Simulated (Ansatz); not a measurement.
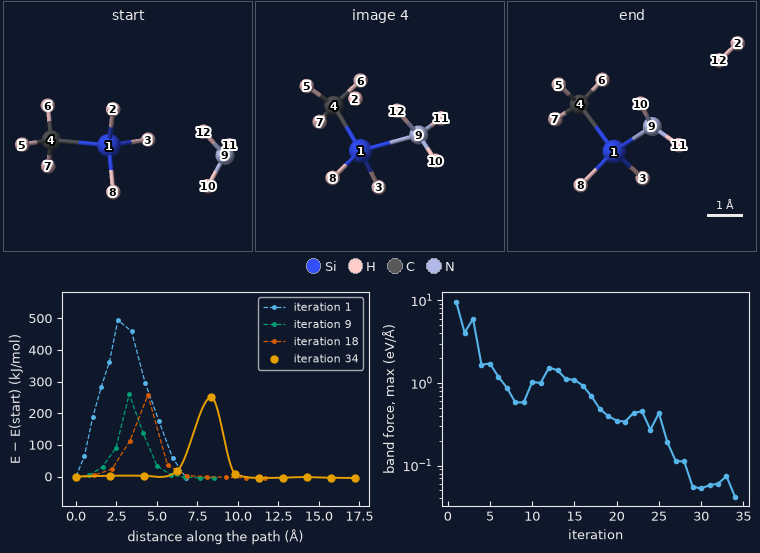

A search for the minimum-energy path of CH9NSi, made up at the start of CH$_{6}$Si and NH$_{3}$ by the nudged elastic band. Images are numbered from 0 (start) to 10 (end). The plot follows the band through its iterations. A ball-and-stick model, seen from a free direction.

Level of theory: RHF/def2-SVP (Ansatz). Set-up: 9 movable images; climbing image; force threshold 0.05 eV/Å; iteration limit 60; starting path through a guess of the saddle point.

### How did the profile develop, and is the result final?

The run is converged, with reservations. The band converged in 34 iterations. The largest component of the band force went from 9.7 to 0.042 eV/Å. The climbing image converged on the top of the path. Its vibrational analysis gives one imaginary mode (1289i cm⁻¹), as a transition state must have. The first iteration put the highest image at 494.2 kJ/mol. The highest point, image 4, lies 250.5 kJ/mol above the start and 254.9 kJ/mol above the end; the end is at −4.4 kJ/mol relative to the start.

Limits of the set-up: the start holds two separate molecules, 2.9 Å apart at their closest, whose relative position is a soft coordinate and is computed without a dispersion correction; Hartree-Fock leaves out electron correlation.

The run took 7.2 min on 1 thread of Arm Neoverse V1 (shared host), peak memory 0.17 GiB.
